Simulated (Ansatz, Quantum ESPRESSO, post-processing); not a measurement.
# 1T-PtS2, layer by layer, part 5 of 8

What does each added layer of 1T-PtS2 bring in screening, and what does it do to the gap?

Quantum ESPRESSO 7.5; plane-wave DFT, PBE, GBRV ultrasoft pseudopotentials; geometry by Ansatz 0.2.0 with PAW datasets.

So far. Step 6 (Potential by pp.x, 1 layer): The slope in the vacuum is 0.100 eV/Å for an applied 0.10 V/Å, as it should be. Step 7 (Band structure, 1 layer: no field): Along this path the valence top lies between K and Γ and the conduction bottom between Γ and M.

## Step 13: Potential by pp.x, 2 layers

n2.f1.pot.in reads:

```
&inputpp
  prefix = 'n2.f1'
  outdir = './out'
  filplot = 'n2.f1.pot.dat'
  plot_num = 11
/
```

Launch:

```sh
OMP_NUM_THREADS=1 mpirun -n 4 pp.x -in n2.f1.pot.in > n2.f1.pot.out
```

Wall time 1.3 s (4 MPI ranks of Intel Xeon 6975P-C (Granite Rapids), shared host); peak memory 0.11 GiB.

Numbers from this step:

- slope of the potential above: 0.1000 eV/Å
- upper vacuum line continued to the top atoms, over the valence top: 5.455 eV
- slope of the potential below: 0.09997 eV/Å
- lower vacuum line continued to the bottom atoms, over the valence top: 5.623 eV

The slope in the vacuum is 0.100 eV/Å for an applied 0.10 V/Å, as it should be.

## Step 14: Bands along a path, 2 layers: no field

n2.f0.bands.in reads:

```
&control
  prefix = 'n2.f0.bands'
  outdir = './out'
  pseudo_dir = './pseudo'
  calculation = 'bands'
  tefield = .true.
  dipfield = .true.
/
&system
  ibrav = 0
  nat = 6
  ntyp = 2
  ecutwfc = 40
  ecutrho = 200
  occupations = 'smearing'
  smearing = 'fd'
  degauss = 0.004
  edir = 3
  emaxpos = 0.97
  eopreg = 0.04
  eamp = 0.0
  nbnd = 32
/
&electrons
  conv_thr = 1e-07
  mixing_beta = 0.4
  electron_maxstep = 120
  mixing_mode = 'local-TF'
/
ATOMIC_SPECIES
  S   32.0600  s_pbe_v1.4.uspp.F.UPF
  Pt  195.0840  pt_pbe_v1.4.uspp.F.UPF
CELL_PARAMETERS angstrom
  3.56031340393036 0.00000000000000 -0.00000000000000
  -1.78015670196518 3.08332185323794 0.00000000000000
  -0.00000000000000 0.00000000000000 24.32817278680000
ATOMIC_POSITIONS crystal
  S   0.666666666667 0.333333333333 0.351450382117
  Pt  -0.000000000000 -0.000000000000 0.402473601257
  S   0.333333333333 0.666666666667 0.452209079261
  S   0.666666666667 0.333333333333 0.547790932196
  Pt  0.000000000000 0.000000000000 0.597526400985
  S   0.333333333333 0.666666666667 0.648549604185
K_POINTS crystal_b
4
  0.0000000000 0.0000000000 0.0000000000 12
  0.5000000000 0.0000000000 0.0000000000 12
  0.3333333333 0.3333333333 0.0000000000 12
  0.0000000000 0.0000000000 0.0000000000 1
```

Launch:

```sh
cp -r out/n2.f0.save out/n2.f0.bands.save
cp out/n2.f0.xml out/n2.f0.bands.xml
OMP_NUM_THREADS=1 mpirun -n 4 pw.x -nk 4 -in n2.f0.bands.in > n2.f0.bands.out
```

Output:

```text
[banner, memory and clock lines left out]
Program PWSCF v.7.5 starts

          URL

     Presently no symmetry can be used with electric field

     Atomic positions and unit cell read from directory:
     ./out/n2.f0.bands.save/

     G-vector sticks info

     bravais-lattice index     =            0
     lattice parameter (alat)  =       6.7280  a.u.
     unit-cell volume          =    1802.2423 (a.u.)^3
     number of atoms/cell      =            6
     number of atomic types    =            2
     number of electrons       =        56.00
     number of Kohn-Sham states=           32
     kinetic-energy cutoff     =      40.0000  Ry
     charge density cutoff     =     200.0000  Ry
     Exchange-correlation=  SLA  PW   PBX  PBC
                           (   1   4   3   4   0   0   0)

     celldm(1)=   6.728017  celldm(2)=   0.000000  celldm(3)=   0.000000
     celldm(4)=   0.000000  celldm(5)=   0.000000  celldm(6)=   0.000000

     crystal axes: (cart. coord. in units of alat)
               a(1) = (   1.000000   0.000000  -0.000000 )
               a(2) = (  -0.500000   0.866025   0.000000 )
               a(3) = (  -0.000000   0.000000   6.833155 )

     reciprocal axes: (cart. coord. in units 2 pi/alat)
               b(1) = (  1.000000  0.577350  0.000000 )
               b(2) = ( -0.000000  1.154701 -0.000000 )
               b(3) = (  0.000000  0.000000  0.146345 )

     PseudoPot. # 1 for S  read from file:
     ./pseudo/s_pbe_v1.4.uspp.F.UPF
     Pseudo is Ultrasoft + core correction, Zval =  6.0
     Generated by new atomic code, or converted to UPF format
     Using radial grid of  907 points,  6 beta functions with:
                l(1) =   0
                l(2) =   0
                l(3) =   1
                l(4) =   1
                l(5) =   2
                l(6) =   2
     Q(r) pseudized with  8 coefficients,  rinner =    1.300   1.300   1.300
                                                       1.300   1.300

     PseudoPot. # 2 for Pt read from file:
     ./pseudo/pt_pbe_v1.4.uspp.F.UPF
     Pseudo is Ultrasoft + core correction, Zval = 16.0
     Generated by new atomic code, or converted to UPF format
     Using radial grid of  985 points,  6 beta functions with:
                l(1) =   0
                l(2) =   0
                l(3) =   1
                l(4) =   1
                l(5) =   2
                l(6) =   2
     Q(r) pseudized with  8 coefficients,  rinner =    1.300   1.300   1.300
                                                       1.300   1.300

     atomic species   valence    mass     pseudopotential
     S                 6.00    32.06000     S ( 1.00)
     Pt               16.00   195.08400     Pt( 1.00)

     No symmetry found

   Cartesian axes

     site n.     atom                  positions (alat units)
         1        S      tau(   1) = (   0.5000000   0.2886751   2.4015149  )
         2        Pt     tau(   2) = (   0.0000000   0.0000000   2.7501644  )
         3        S      tau(   3) = (  -0.0000000   0.5773503   3.0900147  )
         4        S      tau(   4) = (   0.5000000   0.2886751   3.7431403  )
         5        Pt     tau(   5) = (   0.0000000   0.0000000   4.0829904  )
         6        S      tau(   6) = (  -0.0000000   0.5773503   4.4316399  )

     number of k points=    37  Fermi-Dirac smearing, width (Ry)=  0.0040
                       cart. coord. in units 2pi/alat
        k(    1) = (   0.0000000   0.0000000   0.0000000), wk =   0.0540541
        k(    2) = (   0.0416667   0.0240563   0.0000000), wk =   0.0540541
        k(    3) = (   0.0833333   0.0481125   0.0000000), wk =   0.0540541
        k(    4) = (   0.1250000   0.0721688   0.0000000), wk =   0.0540541
        k(    5) = (   0.1666667   0.0962250   0.0000000), wk =   0.0540541
        k(    6) = (   0.2083333   0.1202813   0.0000000), wk =   0.0540541
        k(    7) = (   0.2500000   0.1443376   0.0000000), wk =   0.0540541
        k(    8) = (   0.2916667   0.1683938   0.0000000), wk =   0.0540541
        k(    9) = (   0.3333333   0.1924501   0.0000000), wk =   0.0540541
        k(   10) = (   0.3750000   0.2165064   0.0000000), wk =   0.0540541
        k(   11) = (   0.4166667   0.2405626   0.0000000), wk =   0.0540541
        k(   12) = (   0.4583333   0.2646189   0.0000000), wk =   0.0540541
        k(   13) = (   0.5000000   0.2886751   0.0000000), wk =   0.0540541
        k(   14) = (   0.4861111   0.3127314   0.0000000), wk =   0.0540541
        k(   15) = (   0.4722222   0.3367877   0.0000000), wk =   0.0540541
        k(   16) = (   0.4583333   0.3608439   0.0000000), wk =   0.0540541
        k(   17) = (   0.4444444   0.3849002   0.0000000), wk =   0.0540541
        k(   18) = (   0.4305556   0.4089564   0.0000000), wk =   0.0540541
        k(   19) = (   0.4166667   0.4330127   0.0000000), wk =   0.0540541
        k(   20) = (   0.4027778   0.4570690   0.0000000), wk =   0.0540541
        k(   21) = (   0.3888889   0.4811252   0.0000000), wk =   0.0540541
        k(   22) = (   0.3750000   0.5051815   0.0000000), wk =   0.0540541
        k(   23) = (   0.3611111   0.5292377   0.0000000), wk =   0.0540541
        k(   24) = (   0.3472222   0.5532940   0.0000000), wk =   0.0540541
        k(   25) = (   0.3333333   0.5773503   0.0000000), wk =   0.0540541
        k(   26) = (   0.3055556   0.5292377   0.0000000), wk =   0.0540541
        k(   27) = (   0.2777778   0.4811252   0.0000000), wk =   0.0540541
        k(   28) = (   0.2500000   0.4330127   0.0000000), wk =   0.0540541
        k(   29) = (   0.2222222   0.3849002   0.0000000), wk =   0.0540541
        k(   30) = (   0.1944444   0.3367877   0.0000000), wk =   0.0540541
        k(   31) = (   0.1666667   0.2886751   0.0000000), wk =   0.0540541
        k(   32) = (   0.1388889   0.2405626   0.0000000), wk =   0.0540541
        k(   33) = (   0.1111111   0.1924501   0.0000000), wk =   0.0540541
        k(   34) = (   0.0833333   0.1443376   0.0000000), wk =   0.0540541
        k(   35) = (   0.0555556   0.0962250   0.0000000), wk =   0.0540541
        k(   36) = (   0.0277778   0.0481125   0.0000000), wk =   0.0540541
        k(   37) = (   0.0000000   0.0000000   0.0000000), wk =   0.0540541

     Dense  grid:    85947 G-vectors     FFT dimensions: (  32,  32, 216)

     Smooth grid:    61715 G-vectors     FFT dimensions: (  27,  27, 192)

     The potential is recalculated from file :
     ./out/n2.f0.bands.save/charge-density

     negative rho (up, down):  3.389E-01 0.000E+00

     Adding external electric field

     Computed dipole along edir(3) :
        Dipole               -0.0000 Ry au,         -0.0001 Debye
        Dipole field         -0.0000 Ry au,

[...]
k = 0.4583 0.3608 0.0000 (  7734 PWs)   bands (ev):

   -52.5530 -52.5526 -52.5389 -52.5386 -52.4374 -52.4370 -12.3207 -12.1197
   -11.8316 -11.7392  -6.1792  -6.0105  -4.8720  -4.7183  -4.2004  -3.7498
    -3.5961  -3.0545  -2.6055  -2.3189  -2.0075  -1.9365  -1.8846  -1.8492
    -1.5053  -1.0130  -0.8769  -0.3553   2.6477   2.9106   3.1274   3.4756

          k = 0.4444 0.3849 0.0000 (  7720 PWs)   bands (ev):

   -52.5526 -52.5523 -52.5395 -52.5392 -52.4374 -52.4370 -12.2959 -12.0979
   -11.8284 -11.7478  -6.1148  -5.9620  -4.9102  -4.7511  -4.1346  -3.7515
    -3.5876  -3.0880  -2.8657  -2.5341  -2.0014  -1.9590  -1.9044  -1.8733
    -1.3988  -0.9108  -0.7380  -0.2854   2.5718   2.8796   2.9599   3.4488

          k = 0.4306 0.4090 0.0000 (  7710 PWs)   bands (ev):

   -52.5522 -52.5519 -52.5403 -52.5400 -52.4373 -52.4370 -12.2660 -12.0727
   -11.8240 -11.7577  -6.0328  -5.9009  -4.9473  -4.7848  -4.0798  -3.7801
    -3.5889  -3.1335  -3.0873  -2.7312  -1.9873  -1.9808  -1.9151  -1.9086
    -1.2795  -0.8491  -0.6257  -0.2120   2.5118   2.7697   2.8389   3.4249

          k = 0.4167 0.4330 0.0000 (  7712 PWs)   bands (ev):

   -52.5517 -52.5514 -52.5412 -52.5409 -52.4373 -52.4369 -12.2322 -12.0463
   -11.8183 -11.7679  -5.9339  -5.8285  -4.9810  -4.8162  -4.0736  -3.8585
    -3.6009  -3.2273  -3.1810  -2.8819  -2.0216  -1.9955  -1.9570  -1.8779
    -1.1532  -0.8156  -0.5410  -0.1508   2.4685   2.5796   2.7989   3.3953

          k = 0.4028 0.4571 0.0000 (  7720 PWs)   bands (ev):

   -52.5511 -52.5508 -52.5422 -52.5419 -52.4373 -52.4369 -12.1960 -12.0219
   -11.8111 -11.7768  -5.8190  -5.7464  -5.0107  -4.8429  -4.1639  -3.9995
    -3.5839  -3.2740  -3.2117  -2.9831  -2.0628  -2.0328  -2.0190  -1.8129
    -1.0244  -0.7972  -0.4835  -0.1118   2.4066   2.4308   2.7755   3.3564

          k = 0.3889 0.4811 0.0000 (  7704 PWs)   bands (ev):

   -52.5505 -52.5501 -52.5432 -52.5429 -52.4372 -52.4369 -12.1591 -12.0031
   -11.8026 -11.7825  -5.6894  -5.6571  -5.0366  -4.8633  -4.3292  -4.1881
    -3.5169  -3.2666  -3.2185  -3.0498  -2.1206  -2.0838  -2.0760  -1.7429
    -0.8981  -0.7835  -0.4512  -0.0988   2.2637   2.3828   2.7845   3.3074

          k = 0.3750 0.5052 0.0000 (  7723 PWs)   bands (ev):

   -52.5498 -52.5494 -52.5443 -52.5440 -52.4372 -52.4368 -12.1230 -11.9936
   -11.7933 -11.7836  -5.5645  -5.5472  -5.0604  -4.8771  -4.5108  -4.3969
    -3.4255  -3.2356  -3.2115  -3.0936  -2.2080  -2.1327  -2.1195  -1.6787
    -0.7815  -0.7668  -0.4378  -0.1126   2.1606   2.3202   2.8273   3.2492

          k = 0.3611 0.5292 0.0000 (  7709 PWs)   bands (ev):

   -52.5490 -52.5487 -52.5454 -52.5450 -52.4371 -52.4368 -12.0889 -11.9953
   -11.7843 -11.7805  -5.4754  -5.3959  -5.0864  -4.8862  -4.6696  -4.6011
    -3.3347  -3.2070  -3.1924  -3.1161  -2.3053  -2.1720  -2.1585  -1.6280
    -0.7424  -0.6900  -0.4265  -0.1530   2.1032   2.2508   2.8928   3.1837

          k = 0.3472 0.5533 0.0000 (  7711 PWs)   bands (ev):

   -52.5482 -52.5478 -52.5464 -52.5460 -52.4371 -52.4368 -12.0576 -12.0078
   -11.7772 -11.7761  -5.4032  -5.2446  -5.1191  -4.9056  -4.7763  -4.7661
    -3.2667  -3.2158  -3.1446  -3.1193  -2.3887  -2.2003  -2.1869  -1.5964
    -0.7093  -0.6519  -0.3850  -0.2186   2.0927   2.1838   2.9680   3.1138

          k = 0.3333 0.5774 0.0000 (  7713 PWs)   bands (ev):

   -52.5474 -52.5473 -52.5470 -52.5469 -52.4371 -52.4368 -12.0297 -12.0296
   -11.7743 -11.7740  -5.3733  -5.1455  -5.1454  -4.9558  -4.8147  -4.8144
    -3.2324  -3.2324  -3.1185  -3.1183  -2.4246  -2.2112  -2.1979  -1.5861
    -0.6711  -0.6710  -0.3045  -0.3043   2.1255   2.1256   3.0424   3.0424

          k = 0.3056 0.5292 0.0000 (  7697 PWs)   bands (ev):

   -52.5488 -52.5484 -52.5455 -52.5452 -52.4371 -52.4368 -12.1000 -11.9858
   -11.7876 -11.7866  -5.4384  -5.3287  -5.1298  -4.8348  -4.7383  -4.6504
    -3.2734  -3.2710  -3.2005  -3.1474  -2.2759  -2.1580  -2.1458  -1.6153
    -0.7801  -0.6659  -0.4385  -0.1065   2.0467   2.2892   2.9102   3.1549

          k = 0.2778 0.4811 0.0000 (  7709 PWs)   bands (ev):

   -52.5496 -52.5492 -52.5437 -52.5433 -52.4373 -52.4369 -12.2138 -11.9818
   -11.8187 -11.8149  -5.4702  -5.4655  -5.1172  -4.7725  -4.5980  -4.3712
    -3.4678  -3.3338  -3.3031  -3.1964  -2.0053  -1.9983  -1.9556  -1.6517
    -0.9026  -0.8836  -0.3534   0.0866   2.0185   2.4922   2.8344   3.1737

          k = 0.2500 0.4330 0.0000 (  7681 PWs)   bands (ev):

   -52.5495 -52.5492 -52.5419 -52.5415 -52.4374 -52.4371 -12.3837 -12.0809
   -11.8531 -11.7969  -5.4800  -5.3941  -5.1248  -4.7273  -4.4935  -4.1916
    -3.6513  -3.4345  -3.4126  -3.1994  -1.8300  -1.8220  -1.6235  -1.5972
    -1.0348  -0.9486  -0.2275   0.2557   2.0356   2.5560   2.9256   3.0640

          k = 0.2222 0.3849 0.0000 (  7663 PWs)   bands (ev):

   -52.5486 -52.5483 -52.5401 -52.5397 -52.4377 -52.4374 -12.6065 -12.2667
   -11.8769 -11.7403  -5.3747  -5.3241  -5.0816  -4.7222  -4.4482  -4.1431
    -3.7886  -3.5156  -3.4913  -3.1785  -1.8013  -1.7394  -1.4869  -1.2261
    -0.9096  -0.7831  -0.1173   0.3913   2.0977   2.5181   2.8295   3.0839

          k = 0.1944 0.3368 0.0000 (  7677 PWs)   bands (ev):

   -52.5470 -52.5466 -52.5385 -52.5381 -52.4381 -52.4377 -12.8625 -12.4987
   -11.8884 -11.6673  -5.3741  -5.2071  -4.9461  -4.7784  -4.4278  -4.1575
    -3.8860  -3.5291  -3.4966  -3.1920  -1.8525  -1.7568  -1.2162  -0.8232
    -0.6290  -0.4348  -0.0409   0.4943   2.2061   2.4918   2.5254   3.1621

          k = 0.1667 0.2887 0.0000 (  7707 PWs)   bands (ev):

   -52.5447 -52.5444 -52.5370 -52.5367 -52.4384 -52.4381 -13.1282 -12.7488
   -11.8907 -11.5856  -5.4549  -5.0727  -4.9093  -4.8806  -4.4568  -4.1458
    -3.8264  -3.4726  -3.4164  -3.2291  -1.8538  -1.7610  -0.8655  -0.4606
    -0.3439  -0.0698  -0.0018   0.5895   2.1798   2.4269   2.5195   3.1350

          k = 0.1389 0.2406 0.0000 (  7699 PWs)   bands (ev):

   -52.5420 -52.5417 -52.5358 -52.5354 -52.4388 -52.4385 -13.3827 -12.9940
   -11.8875 -11.5007  -5.5184  -5.0688  -4.9796  -4.9783  -4.6182  -4.1030
    -3.5455  -3.3712  -3.2676  -3.1886  -1.7788  -1.7109  -0.5037  -0.3376
    -0.0343   0.0210   0.1521   0.7413   2.0328   2.6308   2.6389   3.0389

          k = 0.1111 0.1925 0.0000 (  7681 PWs)   bands (ev):

   -52.5393 -52.5389 -52.5347 -52.5344 -52.4392 -52.4389 -13.6100 -13.2164
   -11.8819 -11.4187  -5.5498  -5.1563  -5.0827  -5.0607  -4.8240  -4.1397
    -3.2233  -3.1811  -3.0692  -3.0467  -1.6205  -1.5874  -0.4116  -0.2168
     0.0245   0.1509   0.1962   0.9589   2.1431   2.7304   2.8810   3.0333

          k = 0.0833 0.1443 0.0000 (  7687 PWs)   bands (ev):

   -52.5367 -52.5363 -52.5339 -52.5335 -52.4396 -52.4392 -13.7978 -13.4020
   -11.8762 -11.3459  -5.5492  -5.2383  -5.1819  -5.1499  -5.0145  -4.2506
    -2.9714  -2.9446  -2.8731  -2.8537  -1.3796  -1.3658  -0.5825  -0.0748
    -0.0167   0.1609   0.1970   1.1449   2.4973   2.7066   3.1069   3.2687

          k = 0.0556 0.0962 0.0000 (  7703 PWs)   bands (ev):

   -52.5346 -52.5343 -52.5333 -52.5330 -52.4399 -52.4395 -13.9377 -13.5412
   -11.8717 -11.2885  -5.5265  -5.2934  -5.2611  -5.2278  -5.1649  -4.3671
    -2.7832  -2.7559  -2.7204  -2.6939  -1.1369  -1.0438  -0.7122  -0.0903
    -0.0667   0.1148   0.1729   1.1593   2.8266   2.9168   3.3137   3.5138

          k = 0.0278 0.0481 0.0000 (  7709 PWs)   bands (ev):

   -52.5333 -52.5329 -52.5329 -52.5326 -52.4401 -52.4397 -14.0238 -13.6272
   -11.8690 -11.2518  -5.4975  -5.3218  -5.3120  -5.2803  -5.2634  -4.4500
    -2.6555  -2.6421  -2.6217  -2.6091  -1.1019  -0.6927  -0.6082  -0.1534
    -0.1230   0.0782   0.1089   1.0075   3.0825   3.1673   3.5625   3.6638

          k = 0.0000 0.0000 0.0000 (  7677 PWs)   bands (ev):

   -52.5328 -52.5328 -52.5325 -52.5325 -52.4401 -52.4397 -14.0529 -13.6563
   -11.8680 -11.2392  -5.4830  -5.3295  -5.3295  -5.2993  -5.2993  -4.4799
    -2.6086  -2.6086  -2.5838  -2.5838  -1.1321  -0.5033  -0.5014  -0.1754
    -0.1754   0.0623   0.0623   0.9056   3.2254   3.2254   3.7044   3.7044

     XML data file, pseudopotentials, collected wavefunctions

                                        0.00s GPU  (     286 calls)
```

The job ended after 22 s (4 MPI ranks; peak memory 0.46 GiB; 87 s of CPU time).

This step gave:

- dipole along the normal: -2.08e-5 e·Å
- conduction bottom, on the run's zero: 1.946 eV
- gap by band count: 0.7864 eV

Band numbers count within the set of bands kept for display. Electronic bands along the path, in eV, zero at the highest filled level of the SCF mesh; v1 is the highest filled band, c1 the lowest empty one:

```csv
point,v4,v3,v2,v1,c1,c2,c3,c4
Γ,-1.32,-1.08,-1.08,-0.24,2.08,2.08,2.56,2.56
M,-2.74,-2.55,-2.46,-1.59,1.69,1.77,2.17,2.45
K,-1.82,-1.82,-1.45,-1.45,0.98,0.98,1.90,1.90
Γ,-1.32,-1.08,-1.08,-0.24,2.08,2.08,2.56,2.56
```

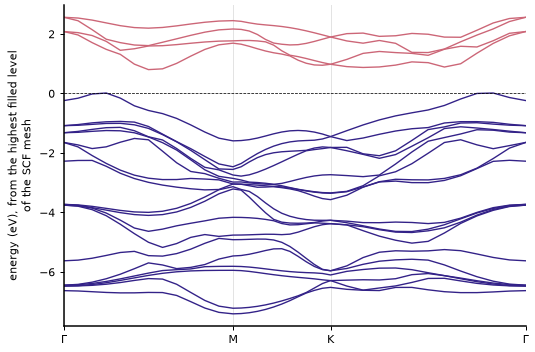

Electronic bands along the path; lines of filled and empty bands in two colours.

Along this path the valence top lies between Γ and M and the conduction bottom between Γ and M.

## Step 15: Polarisability from the dipole between 0 and 0.1 V/A, 2 layers

Numbers from this step:

| Item | Value |
| --- | --- |
| change of slope in the vacuum | 0.10000 eV/Å |
| polarisability a cell | 7.783 Å³ |
| sheet polarisability 4πα/A | 8.909 Å |

Table of change of the potential energy, second field less first by z:

```csv
z (Å),"change of the potential energy, second field less first (eV)"
0.0,-0.384
2.5,-0.520
5.0,-0.270
7.5,-0.0471
10.0,-0.0147
12.5,0.00469
15.0,0.0161
17.5,0.0967
20.0,0.339
22.5,0.589
```

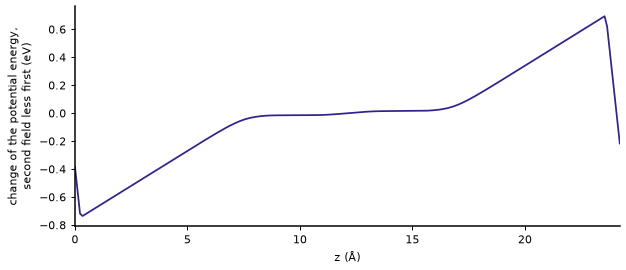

Change of the potential energy, second field less first against z.

[end of part 5 of 8]

[Logs are printed without paths, hosts, clocks, repeated set-up lines and the standing remarks that a program may print on its own settings, such as how far it seeks lower states.]

[Hosts, paths, dates, database ids (printed as entryN), source tags and the programs' standing remarks are cut or masked in the printed files.]

[Maps of the electrostatic potential energy from Ansatz leave out the sawtooth potential of an applied field or a dipole correction, so their vacuum need not be flat; planar profiles and work functions include it.]
